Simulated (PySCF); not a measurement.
# BH3SO2 (SMILES OB(O)S) at 6 levels

We compute a comparison of 6 runs (HF/STO-3G, B3LYP/6-31G*, PBE0/def2-SVP, MP2/pcseg-2, CCSD(T)/6-31+G*) of BH3SO2. 

The calculation is run with PySCF 2.14.0.

### 1 The system as given

BH3SO2 has 7 atoms, charge 0, and is taken as a singlet. As SMILES, `OB(O)S`. The coordinates come from a PBE0-D4/def2-TZVP relaxation. This is one conformer, not always the lowest.

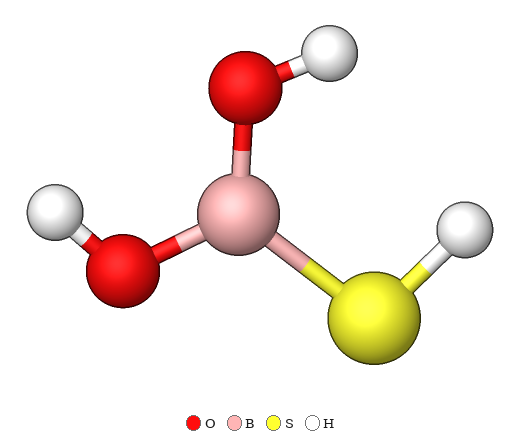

Viewed from a chosen angle; oxygen red, boron pink, sulfur yellow, hydrogen white.

### 2 Energy and forces at HF/STO-3G (run 1)

The input, job.py:

```python
# OB(O)S
import pyscf.grad
from pyscf import gto

system = gto.M(
    atom='''
O   -0.283300   1.152600   0.105100
B    0.166200  -0.131200   0.213700
O    0.876900  -0.492700   1.311200
S   -0.103900  -1.457900  -1.015800
H   -0.778200   1.346400  -0.691200
H    0.989800   0.239500   1.923800
H   -0.806400  -0.724800  -1.892600
''',
    verbose=3,
    basis='sto-3g',
    max_memory=1860,
)

hf = system.RHF()
hf.conv_tol = 1e-10
hf.kernel()
if not hf.converged:
    hf = hf.newton().run(hf.mo_coeff, hf.mo_occ)

etot = hf.e_tot
print('E(%s) = %.9f' % ('HF', etot))
grad = hf.Gradients().kernel()
hf.analyze()
```

Started as:

```bash
$ OMP_NUM_THREADS=1 python job.py
```

Log:

```text
converged SCF energy = -567.099554907178
E(HF) = -567.099554907
--------------- RHF gradients ---------------
         x                y                z
0 O    -0.0193137648     0.0067720547    -0.0315151348
1 B     0.0050077030     0.0097355327     0.0145457244
2 O     0.0038390799     0.0198440515     0.0180248894
3 S     0.0022451935    -0.0150515933    -0.0042443104
4 H     0.0144653228    -0.0014653390     0.0256065304
5 H    -0.0015766419    -0.0230494596    -0.0156714116
6 H    -0.0046668925     0.0032147530    -0.0067462874
----------------------------------------------
**** MO energy ****
MO #1   energy= -90.7270472112241  occ= 2
MO #2   energy= -20.2739206390049  occ= 2
MO #3   energy= -20.2677151862681  occ= 2
MO #4   energy= -8.63091775939186  occ= 2
MO #5   energy= -7.44758682315308  occ= 2
MO #6   energy= -6.2632041259581   occ= 2
MO #7   energy= -6.26097902407878  occ= 2
MO #8   energy= -6.25855366708483  occ= 2
MO #9   energy= -1.31579460892179  occ= 2
MO #10  energy= -1.27192961935133  occ= 2
MO #11  energy= -0.890642159122314 occ= 2
MO #12  energy= -0.679390113979332 occ= 2
MO #13  energy= -0.638667408242878 occ= 2
MO #14  energy= -0.511295877401716 occ= 2
MO #15  energy= -0.489872005912988 occ= 2
MO #16  energy= -0.45069844950779  occ= 2
MO #17  energy= -0.440975839197919 occ= 2
MO #18  energy= -0.382914911839072 occ= 2
MO #19  energy= -0.335352739973173 occ= 2
MO #20  energy= -0.270438926384425 occ= 2
MO #21  energy= 0.360869198271913  occ= 0
MO #22  energy= 0.477735467421952  occ= 0
MO #23  energy= 0.533757146981103  occ= 0
MO #24  energy= 0.58933561818465   occ= 0
MO #25  energy= 0.647300921340787  occ= 0
MO #26  energy= 0.863244052845968  occ= 0
MO #27  energy= 0.903928158335947  occ= 0
 ** Mulliken atomic charges  **
charge of    0O =     -0.22544
charge of    1B =      0.11869
charge of    2O =     -0.21103
charge of    3S =      0.06251
charge of    4H =      0.15694
charge of    5H =      0.15878
charge of    6H =     -0.06045
Dipole moment(X, Y, Z, Debye): -0.92613,  1.97763, -0.59417
```

Run time: 3.3 s. Hardware: 1 thread of Intel Xeon at 2.50GHz (Skylake/Cascade Lake), shared host; peak memory 0.12 GiB.

### 3 Energy and forces at B3LYP/6-31G(d) (spherical functions) (run 2)

The input, start.xyz:

```xyz
7
BH3O2S
O     -0.283300     1.152600     0.105100
B      0.166200    -0.131200     0.213700
O      0.876900    -0.492700     1.311200
S     -0.103900    -1.457900    -1.015800
H     -0.778200     1.346400    -0.691200
H      0.989800     0.239500     1.923800
H     -0.806400    -0.724800    -1.892600
```

The input, calc.py:

```python
# OB(O)S
from pyscf import gto, dft

system = gto.M(
    atom='start.xyz',
    basis='6-31g*',
    spin=0,
    max_memory=1860,
    verbose=4,
)

mf = dft.RKS(system)
mf.xc = 'b3lyp'
mf.grids.level = 5
mf.conv_tol = 1e-10
mf.kernel()
if not mf.converged:
    mf = mf.newton().run(mf.mo_coeff, mf.mo_occ)

energy = mf.e_tot
print(f'total energy: {energy:.8f} hartree')
grad = mf.nuc_grad_method().kernel()
dip = mf.dip_moment()
pop, q = mf.mulliken_pop()
```

Started as:

```bash
$ OMP_NUM_THREADS=1 python calc.py
```

Log:

```text
PySCF version 2.14.0

[... 77 lines left out ...]
converged SCF energy = -575.4088521083
total energy: -575.40885211 hartree
[... 14 lines left out ...]
Dipole moment(X, Y, Z, Debye): -1.03371,  2.47986, -0.51202
[... 35 lines left out ...]
pop of  2 O 3px           0.67180
pop of  2 O 3py           0.60850
pop of  2 O 3pz           0.49326
pop of  2 O 3dxy          0.00291
pop of  2 O 3dyz          0.00983
pop of  2 O 3dz^2         0.00118
pop of  2 O 3dxz          0.00133
pop of  2 O 3dx2-y2       0.00565
pop of  3 S 1s            1.99969
pop of  3 S 2s            1.99653
pop of  3 S 3s            1.35801
pop of  3 S 4s            0.50638
pop of  3 S 2px           1.99040
pop of  3 S 2py           1.98948
pop of  3 S 2pz           1.98852
pop of  3 S 3px           1.10255
pop of  3 S 3py           1.04762
pop of  3 S 3pz           0.94838
pop of  3 S 4px           0.54057
pop of  3 S 4py           0.38164
pop of  3 S 4pz           0.29094
pop of  3 S 3dxy          0.01047
pop of  3 S 3dyz          0.02454
pop of  3 S 3dz^2         0.00162
pop of  3 S 3dxz          0.00901
pop of  3 S 3dx2-y2       0.00546
pop of  4 H 1s            0.47678
pop of  4 H 2s            0.10598
pop of  5 H 1s            0.47225
pop of  5 H 2s            0.11069
pop of  6 H 1s            0.50973
pop of  6 H 2s            0.41692
 ** Mulliken atomic charges  **
charge of    0O =     -0.56282
charge of    1B =      0.40789
charge of    2O =     -0.56092
charge of    3S =     -0.19180
charge of    4H =      0.41723
charge of    5H =      0.41705
charge of    6H =      0.07336
```

Run time: 46 s. Hardware: 1 thread of Intel Xeon at 2.50GHz (Skylake/Cascade Lake), shared host; peak memory 0.65 GiB.

Runs 3 to 5 aren't shown in full; the table further down has their settings and results.

### 4 The energy at CCSD(T)/6-31+G(d) (spherical functions) (run 6)

Edit start.xyz of step 3 so:

```diff
@@ -1,3 +1,3 @@
 7
-BH3O2S
+
 O     -0.283300     1.152600     0.105100
```

The input, calc.py:

```python
# OB(O)S
from pyscf import gto, scf, cc

molecule = gto.Mole()
molecule.atom = 'start.xyz'
molecule.verbose = 4
molecule.basis = '6-31+g*'
molecule.spin = 0
molecule.max_memory = 1860
molecule.build()

mf = scf.RHF(molecule)
mf.conv_tol = 1e-10
mf.kernel()
if not mf.converged:
    mf = mf.newton().run(mf.mo_coeff, mf.mo_occ)

mycc = cc.CCSD(mf, frozen=8)
mycc.kernel()
e_t = mycc.ccsd_t()
e_final = mycc.e_tot + e_t
print('Final energy', e_final)
mf.analyze()
```

Started as:

```bash
$ OMP_NUM_THREADS=1 python calc.py
```

Log:

```text
PySCF version 2.14.0

[... 91 lines left out ...]
Final energy -574.403835342291
[... 10 lines left out ...]
MO #2   energy= -20.6025783443694  occ= 2
[... 7 lines left out ...]
MO #10  energy= -1.36848186085953  occ= 2
[... 7 lines left out ...]
MO #18  energy= -0.520364154234601 occ= 2
[... 7 lines left out ...]
MO #26  energy= 0.131276563053937  occ= 0
[... 7 lines left out ...]
MO #34  energy= 0.290841943698213  occ= 0
[... 7 lines left out ...]
MO #42  energy= 0.463440703776248  occ= 0
[... 7 lines left out ...]
MO #50  energy= 0.918415313161561  occ= 0
[... 7 lines left out ...]
MO #58  energy= 1.36758598843248   occ= 0
[... 7 lines left out ...]
MO #66  energy= 1.5832143771594    occ= 0
[... 7 lines left out ...]
MO #74  energy= 2.10277551167649   occ= 0
[... 7 lines left out ...]
MO #82  energy= 3.29698907099582   occ= 0
[... 53 lines left out ...]
pop of  2 O 3dz^2         0.00103
pop of  2 O 3dxz          0.00223
pop of  2 O 3dx2-y2       0.00351
pop of  3 S 1s            2.00000
pop of  3 S 2s            1.99998
pop of  3 S 3s            1.64965
pop of  3 S 4s            0.00636
pop of  3 S 5s            0.00067
pop of  3 S 2px           1.99999
pop of  3 S 2py           1.99998
pop of  3 S 2pz           1.99997
pop of  3 S 3px           1.65088
pop of  3 S 3py           1.51292
pop of  3 S 3pz           1.23056
pop of  3 S 4px           0.00573
pop of  3 S 4py           0.00328
pop of  3 S 4pz           0.01239
pop of  3 S 5px           0.00103
pop of  3 S 5py           0.00071
pop of  3 S 5pz           0.00153
pop of  3 S 3dxy          0.00568
pop of  3 S 3dyz          0.01276
pop of  3 S 3dz^2         0.00027
pop of  3 S 3dxz          0.00433
pop of  3 S 3dx2-y2       0.00329
pop of  4 H 1s            0.62956
pop of  4 H 2s            0.01702
pop of  5 H 1s            0.62792
pop of  5 H 2s            0.01708
pop of  6 H 1s            0.94228
pop of  6 H 2s            0.00556
 ** Mulliken atomic charges  **
charge of    0O =     -0.57490
charge of    1B =      0.48469
charge of    2O =     -0.56840
charge of    3S =     -0.10197
charge of    4H =      0.35342
charge of    5H =      0.35501
charge of    6H =      0.05216
Dipole moment(X, Y, Z, Debye): -1.19488,  2.39731, -0.85223
```

Run time: 35 s. Hardware: 1 thread of Intel Xeon at 2.50GHz (Skylake/Cascade Lake), shared host; peak memory 0.37 GiB.

### 5 All runs side by side

```
run                                  level  integration grid  Cartesian functions  energy (Eh)  dipole moment (D) of the reference  HOMO energy (eV)  LUMO energy (eV)  wall time
  1                              HF/STO-3G                 –                   no  -567.099555                                2.26             -7.36              9.82      3.3 s
  2     B3LYP/6-31G* (spherical functions)                 5                   no  -575.408852                                2.74             -7.11              0.61       46 s
  3     B3LYP/6-31G* (Cartesian functions)                 5                  yes  -575.414657                                2.73             -7.12              0.60       44 s
  4                          PBE0/def2-SVP                 5                   no  -574.841278                                2.64             -7.38              0.61       42 s
  5                            MP2/pcseg-2                 –                   no  -574.649926                                2.58            -10.54              2.29      5 min
  6  CCSD(T)/6-31+G* (spherical functions)                 –                   no  -574.403835                                2.81            -10.56              1.19       35 s
```

### 6 Outcome

| quantity | value |
| --- | --- |
| run 6: total energy | -574.40384 Eh |
| run 6: dipole moment (Hartree–Fock density) | 2.81 D |
| run 6: HOMO energy (Hartree–Fock orbitals) | -10.56 eV |
| run 6: LUMO energy (Hartree–Fock orbitals) | 1.19 eV |
| run 6: HOMO–LUMO gap (Hartree–Fock orbitals) | 11.75 eV |
| run 6: correlation energy (8 core orbitals frozen) | -600.4 mEh |
| run 6: (T) correction | -14.76 mEh |
| run 6: T1 diagnostic | 0.014 |

**Reading.** Over runs 1, 2, 3, 4 the dipole moment (its size) runs from 2.26 D (HF/STO-3G) to 2.74 D (B3LYP/6-31G*). The two ends differ in method and basis. Over runs 1, 2, 3, 4 the HOMO–LUMO gap runs from 7.72 eV (B3LYP/6-31G*) to 17.18 eV (HF/STO-3G). Totals of different functionals can't be ranked against each other. In run 1 the basis is minimal, so the values are rough. All runs together took 7.8 min, the longest 5 min.
